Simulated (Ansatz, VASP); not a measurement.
## NbSi in two plane-wave programs

One calculation is typed for both programs; each brings its own data sets. How far apart do they land? The cell is invented: As first built, before any earlier steps moved the atoms (in the runner's words): it takes the TaC structure with all of its atoms replaced by other elements, volume scaled by an estimate. It may not be a known or stable phase. The cell is taken from a series of VASP runs on this material, whose earlier steps may have relaxed, scaled or displaced it; both programs get it as it stands. Valence electrons are named where the data sets of a main pair hold unlike numbers.

Program: Ansatz 0.2.0. Level of theory: plane waves, with VASP 6.6.1 beside it; band structure at HSE06. Results are calculated unless marked as measured.

**1. The structure**

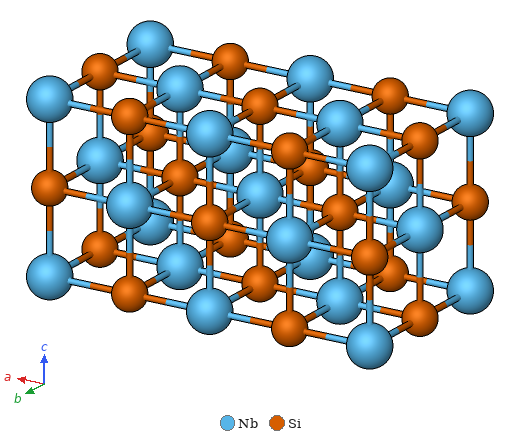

The starting structure, seen from a free direction (niobium blue, silicon orange). 2×1×1 cells are drawn. This picture shows the conventional cell, with its axes. Some periodic images of atoms are drawn too.

Coordinates:

```cif
data_structure
_symmetry_space_group_name_H-M 'P 1'
_symmetry_Int_Tables_number 1
_cell_length_a 3.6363
_cell_length_b 3.6363
_cell_length_c 3.6363
_cell_angle_alpha 60.000
_cell_angle_beta 60.000
_cell_angle_gamma 60.000
_cell_volume 34.00
loop_
_atom_site_label
_atom_site_type_symbol
_atom_site_fract_x
_atom_site_fract_y
_atom_site_fract_z
_atom_site_occupancy
Nb1 Nb 0.00000 0.00000 0.00000 1
Si2 Si 0.50000 0.50000 0.50000 1
```

**2. Ansatz: band structure, HSE06**

Ansatz runs on its default PAW (the set named soft_2) files.

A single point gives forces, pressure and levels at one fixed geometry, so differences don't come from the geometry; what else differs is listed under the comparison.

input.yaml reads:

```yaml
crystal:
  lattice:
    - [0.0, 2.5712175395, 2.5712175395]
    - [2.5712175395, 0.0, 2.5712175395]
    - [2.5712175395, 2.5712175395, 0.0]
  atoms:
    - { symbol: Nb, position: [0.0, 0.0, 0.0] }
    - { symbol: Si, position: [0.5, 0.5, 0.5] }
hamiltonian:
  xc: { exchange: pbe, correlation: pbe, exx: { coeff: 0.25, omega: 0.2 } }
  pseudopotentials: { kind: paw }
kpoints:
  mp_grid: { grid: [5, 5, 5] }
  band_path:
    path:
      - [0.0, 0.0, 0.0]
      - [0.5, 0.0, 0.5]
      - [0.5, 0.22222, 0.72222]
      - [0.40278, 0.34722, 0.75]
      - [0.125, 0.125, 0.25]
      - [0.27778, 0.27778, 0.27778]
      - [0.55556, 0.38889, 0.55556]
      - [0.58333, 0.25, 0.66667]
      - [0.5, 0.30556, 0.69444]
      - [0.48611, 0.48611, 0.52778]
      - [0.625, 0.25, 0.625]
      - [0.5, 0.0, 0.5]
    npoints: 1
scf:
  occupations: { method: gaussian, width: 0.02 }
  n_extra_bands: 7
output:
  forces: true
  stress: true
  eigenvalues: true
```

Run with:

```bash
ansatz run input.yaml --threads 4 --pin off --max-ram 9216MiB --backend cpu --events-out ev --progress --plain --runs-dir out
```

Numbers of over 12 decimals in the logs are rounded to 6 here.

Log:

```text
Warning: output.stress: scf.convergence.dr2_threshold = 1e-7 eV (the SCF's general default) is looser than the 2e-10 eV advised for a printed stress (1e-10 eV for each atom of the cell: 2). What an SCF threshold leaves in a stress goes as its square root, and in the free energy as the threshold itself, and one threshold admits the most on a small cell: [figures from the program's tests cut] Set scf.convergence.dr2_threshold to 2e-10 eV or tighter. The threshold is an SCF's pass mark: one that does not reach it within its budget of iterations ends unconverged, or closes short of it on a stop that the run arms, and scf.convergence.dr2_threshold's page says what that costs each kind of run
Warning: output.stress: scf.exx.energy_threshold = 1e-6 eV is looser than the 2e-8 eV advised for a stress under a hybrid functional (1e-8 eV for each atom of the cell: 2). Every SCF of the exchange loop can meet its threshold on dr2 while the loop round them stops early: no threshold on dr2 bounds what that leaves in the stress. Set scf.exx.energy_threshold to 2e-8 eV or tighter. The threshold is the loop's pass mark: a loop that does not reach it within its budget of cycles ends unconverged, and scf.exx.energy_threshold's page has the law
scf.n_extra_bands = 7 over 9 filled bands (N_el = 17.0): the run solves 16 bands
Engine: ansatz 0.2.0, aarch64-unknown-linux-gnu
Pseudopotentials: kind: paw
Pseudopotential: Nb, paw, valence charge 13, recommended cutoff 420 eV (normal), Nb.paw.azcp
Pseudopotential: Si, paw, valence charge 4, recommended cutoff 420 eV (normal), Si.paw.azcp
Functional definition: unnamed
  parameter a_1 = 0.25
  parameter omega_1 = 0.2/angstrom
  exchange = pbe_x + (-a_1)*pbe_x_sr(omega_1) + a_1*exact_x_sr(omega_1)
  correlation = pbe_c
Crystal: 2 atoms, lattice volume = 33.997 Å³
Basis set: ecut = 420 eV, 645 PW (Γ), exchange–correlation on 50×50×50 points (8 copies of the dense FFT grid, shifted against one another)
Bands: 16, of which v1, the nominal top of the filled ones, is band 9 counted from 1 (8 counted from 0)
Symmetry: 48 space group operations
Space group: Fm-3m (ITA 225), of the structure as read, at distance tolerance 3.2e-5 Å
k-points: 10 of 125
Non-local potential: Nb, projectors of the file, l = 0: 3, l = 1: 2, l = 2: 2, l = 3: 1
Non-local potential: Si, projectors of the file, l = 0: 2, l = 1: 2, l = 2: 2
PAW form: soft (Blöchl's): semilocal exchange-correlation on the pseudo side does not see the compensation charge
PAW frozen core: Nb, regenerated for the run's functional, and the local potential with it (the file was generated under x = pbe(κ = 0.804, μ = 0.219515), c = pbe(β = 0.066725))
PAW frozen core: Si, regenerated for the run's functional, and the local potential with it (the file was generated under x = pbe(κ = 0.804, μ = 0.219515), c = pbe(β = 0.066725))
PAW one-centre angular grid: Nb, 590 points (default); XC on 64 Gauss nodes
PAW one-centre angular grid: Si, 110 points (default); XC on 64 Gauss nodes
Initial density: superposition of atomic densities (neutral atoms: chi_scale 0, normalization atom), corrected by the library's trained network
Initial wavefunctions: pseudopotential atomic-orbital guess
Functional: x = pbe(κ = 0.804, μ = 0.219515), c = pbe(β = 0.066725), warm-up for x = pbe(κ = 0.804, μ = 0.219515) + 0.25 (exact − pbe) at short range (hse, ω = 0.2 Å⁻¹), c = pbe(β = 0.066725)
SCF iter   1: F=—  HF=-5188.527477 eV  |F-HF|=—  |Δ(HF+E_count)|=         —  Δρ=6.63e-3  dr2=2.46e-2  ethr=1.77e-3  ⟨swp⟩=10.1  Hψ=742  notcnv=0
preconditioner: auto → none  [insulator: Δε(μ)=0.070 eV  Ē_g=9.478 eV  σ=0.020 eV  W_gap=0.79  n_scr=8 (ndim 8)  ℏωp=19.1 eV  f_vac=0.000  D(μ)=3.90/eV (n_scr^D=58)]
SCF iter   2: F=—  HF=-5188.522681 eV  |F-HF|=—  |Δ(HF+E_count)|=   4.80e-3  Δρ=3.06e-3  dr2=4.77e-3  ethr=1.44e-4  ⟨swp⟩=3.2  Hψ=336  notcnv=0  defer=1
iter 3 solved again at ethr=4.98e-7 eV; its pass at ethr=2.81e-5 eV (dr2=8.46e-5 eV) is discarded
SCF iter   3: F=—  HF=-5188.521819 eV  |F-HF|=—  |Δ(HF+E_count)|=   8.63e-4  Δρ=4.23e-4  dr2=8.52e-5  ethr=4.98e-7  ⟨swp⟩=2.9  Hψ=636  notcnv=0
SCF iter   4: F=—  HF=-5188.521808 eV  |F-HF|=—  |Δ(HF+E_count)|=   1.06e-5  Δρ=1.54e-4  dr2=1.16e-5  ethr=4.98e-7  ⟨swp⟩=2.7  Hψ=269  notcnv=0
SCF iter   5: F=—  HF=-5188.521807 eV  |F-HF|=—  |Δ(HF+E_count)|=   1.61e-6  Δρ=3.26e-5  dr2=5.15e-7  ethr=6.84e-8  ⟨swp⟩=2.0  Hψ=250  notcnv=0
SCF iter   6: F=—  HF=-5188.521807 eV  |F-HF|=—  |Δ(HF+E_count)|=   3.52e-8  Δρ=5.45e-6  dr2=3.50e-9  ethr=3.03e-9  ⟨swp⟩=3.4  Hψ=283  notcnv=0
SCF iter   7: F=—  HF=-5188.521807 eV  |F-HF|=—  |Δ(HF+E_count)|=   1.46e-9  Δρ=1.95e-6  dr2=1.73e-9  ethr=2.06e-11  ⟨swp⟩=3.5  Hψ=305  notcnv=0
SCF iter   8: F=-5188.521807 eV  HF=-5188.521807 eV  |F-HF|=8.00e-11  |Δ(HF+E_count)|=  3.17e-10  Δρ=4.17e-7  dr2=9.64e-11  ethr=1.02e-11  ⟨swp⟩=2.0  Hψ=250  notcnv=0
SCF 1 converged in 8 iterations: F = -5188.521807 eV  dr2 = 9.64e-11
  greatest PAW one-centre occupation: 0.998 electrons in one spin orbital (limit 2), on the Nb atom at site 0 (counted from 0), in its partial waves of l = 0
Initial density: handed on by an earlier stage of this run
Initial wavefunctions: those handed on with the density
Functional: x = pbe(κ = 0.804, μ = 0.219515) + 0.25 (exact − pbe) at short range (hse, ω = 0.2 Å⁻¹), c = pbe(β = 0.066725)
Exchange kernel: α = 0.2500, screened, ω = 0.2000 Å⁻¹, Wigner–Seitz truncation, v(0) = 1120.0039 eV·Å³, q-mesh 5×5×5, nearest image of the exchange supercell L = 18.18 Å, pair-density grid 15×15×15, without the augmentation charges, whose exchange is taken in its separable form by FFT convolution over the k-point mesh (sized by the pseudopotential files, 20×20×20 at the most), smooth part of the exact exchange by density-matrix convolution
Frozen-core exchange: fock
iter 1 solved again at ethr=3.26e-4 eV; its pass at ethr=1.00e-1 eV (dr2=5.55e-2 eV) is discarded
SCF iter   1: F=—  HF=-5191.071773 eV  |F-HF|=—  |Δ(HF+E_count)|=         —  Δρ=1.04e-2  dr2=6.06e-2  ethr=3.26e-4  ⟨swp⟩=3.4  Hψ=669  notcnv=0
preconditioner: auto → none  [insulator: Δε(μ)=0.081 eV  Ē_g=10.788 eV  σ=0.020 eV  W_gap=0.79  n_scr=8 (ndim 8)  ℏωp=19.1 eV  f_vac=0.000  D(μ)=3.89/eV (n_scr^D=58)]
SCF iter   2: F=—  HF=-5191.058801 eV  |F-HF|=—  |Δ(HF+E_count)|=   1.30e-2  Δρ=3.81e-3  dr2=7.19e-3  ethr=3.26e-4  ⟨swp⟩=3.0  Hψ=424  notcnv=0
SCF iter   3: F=—  HF=-5191.056387 eV  |F-HF|=—  |Δ(HF+E_count)|=   2.41e-3  Δρ=1.49e-3  dr2=5.21e-4  ethr=4.07e-5  ⟨swp⟩=3.0  Hψ=354  notcnv=0
SCF iter   4: F=—  HF=-5191.056292 eV  |F-HF|=—  |Δ(HF+E_count)|=   9.54e-5  Δρ=2.80e-4  dr2=1.27e-5  ethr=2.65e-6  ⟨swp⟩=2.6  Hψ=274  notcnv=0
SCF iter   5: F=-5191.056298 eV  HF=-5191.056298 eV  |F-HF|=1.63e-7  |Δ(HF+E_count)|=   5.92e-6  Δρ=6.43e-5  dr2=5.66e-7  ethr=5.38e-8  ⟨swp⟩=3.8  Hψ=335  notcnv=0
SCF 2 stopped early in 5 iterations: F = -5191.056298 eV  dr2 = 5.66e-7
hybrid outer 1: dexx = +4.953e-3 eV, tail = 6.86e-6 eV
Exchange kernel: α = 0.2500, screened, ω = 0.2000 Å⁻¹, Wigner–Seitz truncation, v(0) = 1120.0039 eV·Å³, q-mesh 5×5×5, nearest image of the exchange supercell L = 18.18 Å, pair-density grid 15×15×15, without the augmentation charges, whose exchange is taken in its separable form by FFT convolution over the k-point mesh (sized by the pseudopotential files, 20×20×20 at the most), smooth part of the exact exchange by density-matrix convolution
Frozen-core exchange: fock
SCF iter   1: F=—  HF=-5191.056263 eV  |F-HF|=—  |Δ(HF+E_count)|=         —  Δρ=3.08e-5  dr2=1.26e-7  ethr=2.02e-7  ⟨swp⟩=4.2  Hψ=451  notcnv=0
preconditioner: auto → none  [insulator: Δε(μ)=0.115 eV  Ē_g=10.750 eV  σ=0.020 eV  W_gap=0.79  n_scr=8 (ndim 8)  ℏωp=19.1 eV  f_vac=0.000  D(μ)=3.89/eV (n_scr^D=58)]
SCF iter   2: F=—  HF=-5191.056263 eV  |F-HF|=—  |Δ(HF+E_count)|=   6.07e-8  Δρ=1.51e-5  dr2=3.08e-8  ethr=7.14e-10  ⟨swp⟩=3.0  Hψ=287  notcnv=0
SCF iter   3: F=-5191.056263 eV  HF=-5191.056263 eV  |F-HF|=6.34e-9  |Δ(HF+E_count)|=   3.47e-9  Δρ=3.89e-6  dr2=7.90e-9  ethr=1.79e-10  ⟨swp⟩=2.7  Hψ=267  notcnv=0  defer=1
SCF 3 converged in 3 iterations: F = -5191.056263 eV  dr2 = 7.90e-9
  Residual-converged pass: ⟨swp⟩=3.0  Hψ=316  notcnv=0  max |occ|·‖R‖ = 2.4e-6 eV (tolerance 2.4e-6 eV)  dr2=8.02e-9  dr2_onsite=2.69e-10  max |Δocc| = 1.5e-22
hybrid outer 2: dexx = +8.963e-8 eV, tail = 1.84e-8 eV, Δε = 1.16e-3 eV (about 6.41e-5 eV left of the loop's levels)
NSCF: frozen V_eff on 12 k-points
hybrid SCF converged: 2 outer / 8 inner (+8 warm-up), last move |dexx| = 8.96e-8 eV, tail = 1.84e-8 eV
Stability not checked: this state was not tested for a lower state beside it, because the functional holds exact exchange (a hybrid, or Hartree-Fock), whose exchange loop this test does not read (fock_operator; see scf.lower_state_search)
Free energy (F): -5191.056263 eV
Frozen-core exchange: fock
Harris-Foulkes:  -5191.056263 eV  (|F-HF|=6.34e-9)
Internal energy: -5191.055485 eV  (E = F + TS)
E sigma→0 (E₀):  -5191.055874 eV
Entropy (-TS):   -0.000779 eV (-0.389 meV/atom)
Fermi energy:    13.841465 eV
--- Per-component energies (eV) ---
  E_band       = -126.644464
  E_kinetic    = 434.327162
  E_local      = -898.482399  (includes V_loc(G=0)·N_el)
  E_nonlocal   = 144.254997
  E_hartree    = 294.668466
  E_xc         = -185.949977
  E_vxc        = -207.839516  (∫ρ·V_xc dr)
  E_exx        = -42.030796  (= α·E_x^exact, valence–valence)
  E_paw        = -3591.144402  (= ΣΔE_a)
  E_vpaw       = -104.182498  (= ΣTr[D̂ρ^β])
  E_aug_tail   = 0.000016  (compensation charges beyond the density's cutoff)
  E_ewald      = -1346.221725
  E_core_change = -0.476826  (= ΣΔE_core)
  E_smearing   = -0.000779  (= −TS)
  E_closure    = 0.000001  (closes the sum)
  Σ components = -5191.056263   (vs F -5191.056263, Δ=0.00e0)
--- Forces (eV/Å), atoms counted from 1 ---
  atom   1  Nb    -0.00000000     0.00000000     0.00000000
  atom   2  Si    -0.00000000     0.00000000     0.00000000
  max |Σ_I F_I| component: 1.23e-30 eV/Å
--- Stress (GPa, compression-positive) ---
       -2.852468       0.000000       0.000000
        0.000000      -2.852468      -0.000000
       -0.000000       0.000000      -2.852468
  P = ⅓ Tr σ = -2.8525 GPa (-28.525 kbar)
--- Band table (eV; the first three rows and the last of 10) ---
  k-point 0: bands = [... 5 lower, 12.5834, 12.5834, 12.5834, 13.0177, 13.0177, 16.7091, 16.7091, 16.7091, ... 3 higher]
  k-point 1: bands = [... 5 lower, 11.0488, 11.5607, 11.5607, 13.4772, 13.4772, 16.2836, 19.0156, 19.0156, ... 3 higher]
  k-point 2: bands = [... 5 lower, 8.1359, 10.3301, 10.3301, 15.3083, 15.3083, 16.7255, 19.7504, 21.8001, ... 3 higher]
  k-point 9: bands = [... 5 lower, 9.0944, 9.9953, 10.8358, 15.0328, 16.0268, 16.6043, 17.2275, 19.2418, ... 3 higher]
```

The job ended after 16 s (4 threads of Arm Neoverse V2, shared host; peak memory 0.69 GiB).

[end of part 1 of 2]

[Lines on the potential files, build, host, timing and source positions are cut from VASP's logs without a mark.]

[Logs are printed without paths, hosts, clocks, repeated set-up lines and the standing remarks that a program may print on its own settings, such as how far it seeks lower states.]

[Hosts, paths, dates, database ids (printed as entryN), source tags and the programs' standing remarks are cut or masked in the printed files.]
